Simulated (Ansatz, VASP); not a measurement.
# Cross-check of CrBr2 between VASP and Ansatz

One calculation is typed for both programs; each brings its own data sets and cutoff. How far apart do they land? The structure shown is the end of the VASP relaxation below.

Program: Ansatz 0.2.0. Level of theory: plane waves, with VASP 6.6.1 beside it; single point at LDA and band structure at LDA. Results are calculated unless marked as measured.

## 1. Starting point

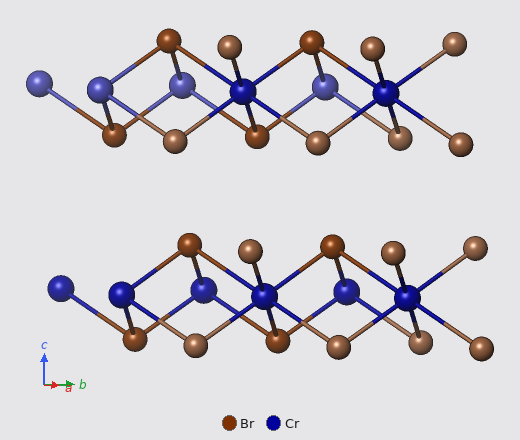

The cell as given, from the side, with the c axis up (bromine brown, chromium blue). 1×2×1 cells are drawn. Some periodic images of atoms are drawn too.

The cell holds 6 atoms: 4 Br and 2 Cr. Its edges and angles: a = 4.168 Å, b = 4.168 Å, c = 24.482 Å, α = 90.0°, β = 90.0°, γ = 52.1°. It derives from CrBr2. As first built, before any earlier steps moved the atoms: kind sheets cut from a layered crystal; sheets 2. Vacuum lies along c.

## 2. VASP: relaxation, LDA

This run makes the geometry at which the two programs are then compared.

Lines of VASP's logs that name or quote its potential files are left out, and so is its time.

Input file INCAR:

```
SYSTEM = CrBr2
PREC = Normal
ENCUT = 300
EDIFF = 1E-05
NELM = 120
ISMEAR = 0
SIGMA = 0.05
LREAL = .FALSE.
ALGO = Fast
GGA = CA
NBANDS = 33
ISPIN = 2
MAGMOM = 0 0 0 0 3 3
LASPH = .TRUE.
LMAXMIX = 4
LORBIT = 11
LWAVE = .FALSE.
LCHARG = .FALSE.
KPAR = 2
IBRION = 1
NSW = 40
ISIF = 2
EDIFFG = -0.03
POTIM = 0.3
MAXMIX = 40
IDIPOL = 3
LDIPOL = .TRUE.
DIPOL = 0.5 0.5 0.5
```

Input file POSCAR:

```
CrBr2
1.0
    4.1683699850      0.0000000000      0.0000000000
    2.5597016450      3.2898686630      0.0000000000
    0.0000000000      0.0000000000     24.4820253074
Br Cr
4 2
Direct
    0.4414870186      0.4414870186      0.6738260108
    0.1661060553      0.1661060553      0.5627220067
    0.5427412427      0.5427412427      0.4372779933
    0.2673602794      0.2673602794      0.3261739892
    0.8006425318      0.8006425318      0.6185827739
    0.9082047652      0.9082047652      0.3814172261
```

Input file KPOINTS:

```
Automatic mesh
0
Gamma
7 7 1
0 0 0
```

The projector-augmented-wave data sets are Br and Cr (LDA family, release 64).

Started as:

```sh
mpirun -np 2 vasp_std
```

Numbers of over 12 decimals in the logs are rounded to 6 here.

What it wrote:

```text
[banner, memory and clock lines left out]
running    2 mpi-ranks, on    1 nodes
 distrk:  each k-point on    1 cores,    2 groups
 distr:  one band on    1 cores,    1 groups

 POSCAR found type information on POSCAR BrCr
 POSCAR found :  2 types and       6 ions
 LDA part: xc-table for (Slater(with rela. corr.)+CA(PZ))
 , standard interpolation
 POSCAR, INCAR and KPOINTS ok, starting setup
 FFT: planning ... GRIDC
 FFT: planning ... GRID_SOFT
 FFT: planning ... GRID
 WAVECAR not read
 entering main loop
       N       E                     dE             d eps       ncg     rms          rms(c)
DAV:   1     0.299570617695E+03    0.29957E+03   -0.10068E+04  2112   0.630E+02
DAV:   2     0.220274480461E+02   -0.27754E+03   -0.25972E+03  2283   0.194E+02
DAV:   3    -0.293856152481E+02   -0.51413E+02   -0.49436E+02  2992   0.913E+01
DAV:   4    -0.321357160599E+02   -0.27501E+01   -0.27307E+01  2904   0.296E+01
DAV:   5    -0.322104640234E+02   -0.74748E-01   -0.74616E-01  2895   0.415E+00    0.157E+01
RMM:   6    -0.316887875676E+02    0.52168E+00   -0.10727E+01  2216   0.225E+01    0.144E+01
RMM:   7    -0.315703895977E+02    0.11840E+00   -0.20162E+00  2393   0.847E+00    0.694E+00
RMM:   8    -0.315684519162E+02    0.19377E-02   -0.69002E-01  2385   0.322E+00    0.338E+00
RMM:   9    -0.315748071217E+02   -0.63552E-02   -0.10683E-01  2436   0.186E+00    0.131E+00
RMM:  10    -0.316005832716E+02   -0.25776E-01   -0.27637E-02  2357   0.960E-01    0.101E+00
RMM:  11    -0.316233670592E+02   -0.22784E-01   -0.89064E-03  2415   0.332E-01    0.810E-01
RMM:  12    -0.316684342840E+02   -0.45067E-01   -0.61705E-03  2394   0.300E-01    0.576E-01
RMM:  13    -0.316898729978E+02   -0.21439E-01   -0.47239E-03  2345   0.269E-01    0.286E-01
RMM:  14    -0.316938188785E+02   -0.39459E-02   -0.26297E-03  2384   0.232E-01    0.181E-01
[...]
RMM:  18    -0.316946049592E+02   -0.36229E-04   -0.12854E-05  1513   0.235E-02    0.636E-03
RMM:  19    -0.316946258101E+02   -0.20851E-04   -0.40933E-06  1472   0.136E-02    0.437E-03
RMM:  20    -0.316946634709E+02   -0.37661E-04   -0.41042E-06  1463   0.101E-02    0.493E-03
RMM:  21    -0.316946997941E+02   -0.36323E-04   -0.48194E-06  1431   0.102E-02    0.228E-03
RMM:  22    -0.316947102828E+02   -0.10489E-04   -0.18306E-06  1344   0.911E-03    0.273E-03
RMM:  23    -0.316947216477E+02   -0.11365E-04   -0.16660E-06  1259   0.643E-03    0.178E-03
RMM:  24    -0.316947328381E+02   -0.11190E-04   -0.15317E-06  1274   0.682E-03    0.157E-03
RMM:  25    -0.316947344482E+02   -0.16101E-05   -0.60637E-07  1114   0.540E-03
   1 F= -.31694734E+02 E0= -.31694659E+02  d E =-.316947E+02  mag=     7.9996
[...]
2 F= -.31695387E+02 E0= -.31695318E+02  d E =-.652065E-03  mag=     7.9994
[...]
3 F= -.31696529E+02 E0= -.31696478E+02  d E =-.114292E-02  mag=     8.0000
[...]
4 F= -.31696982E+02 E0= -.31696938E+02  d E =-.452874E-03  mag=     8.0008
[...]
5 F= -.31698234E+02 E0= -.31698208E+02  d E =-.125211E-02  mag=     8.0038
[...]
6 F= -.31699464E+02 E0= -.31699450E+02  d E =-.122912E-02  mag=     8.0010
 BRION: g(F)=  0.105E-03 g(S)=  0.000E+00
 BRIONS problems: POTIM should be increased
 retain N=  1 mean eig=30.25
 eig:  30.252
 bond charge predicted
       N       E                     dE             d eps       ncg     rms          rms(c)
DAV:   1    -0.316995379349E+02   -0.72562E-04   -0.14976E-02  2579   0.469E-01    0.881E-02
RMM:   2    -0.316995834373E+02   -0.45502E-04   -0.58668E-04  2315   0.168E-01    0.472E-02
RMM:   3    -0.316995894799E+02   -0.60427E-05   -0.16811E-04  2101   0.608E-02    0.306E-02
RMM:   4    -0.316996092227E+02   -0.19743E-04   -0.14153E-05  1444   0.314E-02    0.369E-02
RMM:   5    -0.316996177513E+02   -0.85286E-05   -0.46048E-06  1344   0.147E-02
   7 F= -.31699618E+02 E0= -.31699606E+02  d E =-.154213E-03  mag=     8.0009
 BRION: g(F)=  0.597E-04 g(S)=  0.000E+00 retain N=  1 mean eig= 6.26
 eig:   6.265
 reached required accuracy - stopping structural energy minimisation
```

From OUTCAR (step 2):

```text
ion  position               nearest neighbor table
   1  0.441  0.441  0.674-   5 2.51   5 2.51
   2  0.166  0.166  0.563-   5 2.50   5 2.50
   3  0.543  0.543  0.437-   6 2.50   6 2.50
   4  0.267  0.267  0.326-   6 2.51   6 2.51
   5  0.801  0.801  0.619-   2 2.50   2 2.50   1 2.51   1 2.51
   6  0.908  0.908  0.381-   3 2.50   3 2.50   4 2.51   4 2.51

  LATTYP: Found a base centered orthorhombic cell.
 ALAT       =     3.6621099994
 B/A-ratio  =     2.0450882145
 C/A-ratio  =     6.6852239040

 Subroutine GETGRP returns: Found  4 space group operations
 (whereof  2 operations were pure point group operations)

The static configuration has the point symmetry C_1h.
 The point group associated with its full space group is C_2h.

 Found     16 irreducible k-points:

   k-points           NKPTS =     16   k-points in BZ     NKDIM =     16   number of bands    NBANDS=     33

   dimension x,y,z NGX =    18 NGY =   18 NGZ =  108
   dimension x,y,z NGXF=    36 NGYF=   36 NGZF=  216

   ENCUT  =  300.0 eV  22.05 Ry    4.70 a.u.   5.89  5.89 34.58*2*pi/ulx,y,z

   NELECT =      40.0000    total number of electrons

 k-points in reciprocal lattice and weights: Automatic mesh
   0.00000000  0.00000000  0.00000000       0.020
   0.14285714  0.00000000  0.00000000       0.082
   0.28571429 -0.00000000  0.00000000       0.082
   0.42857143  0.00000000  0.00000000       0.082
   0.14285714  0.14285714  0.00000000       0.041
   0.28571429  0.14285714  0.00000000       0.082
   0.42857143  0.14285714  0.00000000       0.082
  -0.42857143  0.14285714  0.00000000       0.082
  -0.28571429  0.14285714  0.00000000       0.082
[...]
0.42857143  0.42857143  0.00000000       0.041
  -0.42857143  0.42857143  0.00000000       0.041

 dipolmoment           0.000000      0.000000     -0.000000 electrons x Angstroem

 average (electrostatic) potential at core
       1 -73.8135       2 -73.8110       3 -73.8110       4 -73.8135       5 -50.0727
       6 -50.0726

 E-fermi :  -1.1765

 spin component 1
 k-point     1 :       0.0000    0.0000    0.0000
  band No.  band energies     occupation
    ...
     20      -2.5422      1.00000
     21      -2.3271      1.00000
     22      -2.3116      1.00000
     23      -1.3069      0.99989
     24      -1.2668      0.99471
     25      -0.5050      0.00000
     26      -0.3946      0.00000
     27       1.2343      0.00000
     28       1.7909      0.00000
     29       1.9764      0.00000
    ...

 k-point     2 :       0.1429    0.0000    0.0000
  band No.  band energies     occupation
    ...
     20      -2.4582      1.00000
     21      -2.1957      1.00000
     22      -2.1666      1.00000
     23      -1.4850      1.00000
     24      -1.4208      1.00000
     25      -0.8507      0.00000
     26      -0.8050      0.00000
     27       1.9702      0.00000
     28       2.3845      0.00000
     29       2.5035      0.00000
    ...

 k-point     3 :       0.2857   -0.0000    0.0000
  band No.  band energies     occupation
    ...
     20      -2.4112      1.00000
     21      -2.1689      1.00000
     22      -2.1221      1.00000
     23      -1.5947      1.00000
     24      -1.4882      1.00000
     25      -1.0225      0.00001
     26      -0.7696      0.00000
     27       2.6545      0.00000
     28       2.7335      0.00000
     29       3.0896      0.00000
    ...

 k-point     4 :       0.4286    0.0000    0.0000
  band No.  band energies     occupation
    ...
     20      -2.5225      1.00000
     21      -2.3358      1.00000
     22      -2.3236      1.00000
     23      -1.3832      1.00000
     24      -1.3369      1.00000
     25      -0.6958      0.00000
     26      -0.5507      0.00000
     27       2.3700      0.00000
     28       2.5306      0.00000
     29       2.6965      0.00000
    ...

 k-point     5 :       0.1429    0.1429    0.0000
  band No.  band energies     occupation
    ...
     20      -2.4722      1.00000
     21      -2.0771      1.00000
     22      -2.0416      1.00000
     23      -1.6401      1.00000
     24      -1.5609      1.00000
     25      -0.5320      0.00000
     26      -0.4145      0.00000
     27       1.7196      0.00000
     28       2.2523      0.00000
     29       2.7655      0.00000
    ...

 k-point     6 :       0.2857    0.1429    0.0000
  band No.  band energies     occupation
    ...
     20      -2.4345      1.00000
     21      -2.0214      1.00000
     22      -1.9866      1.00000
     23      -1.7406      1.00000
     24      -1.6562      1.00000
     25      -0.8654      0.00000
     26      -0.7968      0.00000
     27       2.7686      0.00000
     28       3.0259      0.00000
     29       3.5211      0.00000
    ...

  Total       -2.3606153     -2.9120097     -0.1463366      0.3543411      0.0000459      0.0000877
  in kB      -11.2653228    -13.8966855     -0.6983472      1.6909857      0.0002189      0.0004187
  external PRESSURE =      -8.6201185 kB  Pullay stress =       0.0000000 kB

  energy-cutoff  :      300.00
  volume of cell :      335.73
      direct lattice vectors                 reciprocal lattice vectors
     4.168369985  0.000000000  0.000000000     0.239901929 -0.186657106  0.000000000
     2.559701645  3.289868663  0.000000000     0.000000000  0.303963502  0.000000000
     0.000000000  0.000000000 24.482025307     0.000000000  0.000000000  0.040846294

 POSITION                                       TOTAL-FORCE (eV/Angst)
 -----------------------------------------------------------------------------------
      2.94545      1.44025     16.49741        -0.004836     -0.002364      0.012875
      1.14082      0.55784     13.76184         0.005955      0.002912     -0.023813
      3.62835      1.77418     10.72018        -0.005955     -0.002912      0.023813
      1.82373      0.89176      7.98461         0.004836      0.002364     -0.012875
      5.39345      2.63727     15.13853         0.004180      0.002044     -0.014298
      6.10380      2.98461      9.34349        -0.004180     -0.002044      0.014298
 -----------------------------------------------------------------------------------
    total drift:                                0.000098      0.000048     -0.000058

  FREE ENERGIE OF THE ION-ELECTRON SYSTEM (eV)
  ---------------------------------------------------
  free  energy   TOTEN  =       -31.6996177513 eV

  energy  without entropy=      -31.6995936867  energy(sigma->0) =      -31.69960572

 reached required accuracy - stopping structural energy minimisation

 vacuum level on the upper side and lower side of the slab         3.399         3.399

 total charge
# of ion       s       p       d       tot
------------------------------------------
    1        1.611   3.238   0.025   4.874
    2        1.612   3.232   0.026   4.871
    3        1.612   3.232   0.026   4.871
    4        1.611   3.238   0.025   4.874
    5        0.305   0.350   4.279   4.934
    6        0.305   0.350   4.279   4.934
--------------------------------------------------
tot          7.056  13.640   8.660  29.356

 magnetization (x)
# of ion       s       p       d       tot
------------------------------------------
    1        0.002  -0.015   0.013  -0.001
    2        0.002  -0.017   0.013  -0.003
    3        0.002  -0.017   0.013  -0.003
    4        0.002  -0.015   0.013  -0.001
    5        0.051   0.032   3.595   3.679
    6        0.051   0.032   3.595   3.679
--------------------------------------------------
tot          0.111  -0.000   7.240   7.351

[... 6 further parts left out ...]
```

CONTCAR:

```
CrBr2
   1.00000000000000
     4.1683699850000000    0.0000000000000000    0.0000000000000000
     2.5597016450000001    3.2898686630000000    0.0000000000000000
     0.0000000000000000    0.0000000000000000   24.4820253074000007
  Br              Cr
     4     2
Direct
     0.4377848696380705    0.4377848696380705    0.6738581575610352
     0.1695617871374484    0.1695617871374484    0.5621201817636816
     0.5392855108625538    0.5392855108625538    0.4378798182363184
     0.2710624283619316    0.2710624283619316    0.3261418424389646
     0.8016336895135314    0.8016336895135314    0.6183529247620992
     0.9072136074864670    0.9072136074864670    0.3816470752379015
```

(Part 1 of 3 ends here.)

[Lines on the potential files, build, host, timing and source positions are cut from VASP's logs without a mark.]

[Logs are printed without paths, hosts, clocks, repeated set-up lines and the standing remarks that a program may print on its own settings, such as how far it seeks lower states.]

[Hosts, paths, dates, database ids (printed as entryN), source tags and the programs' standing remarks are cut or masked in the printed files.]
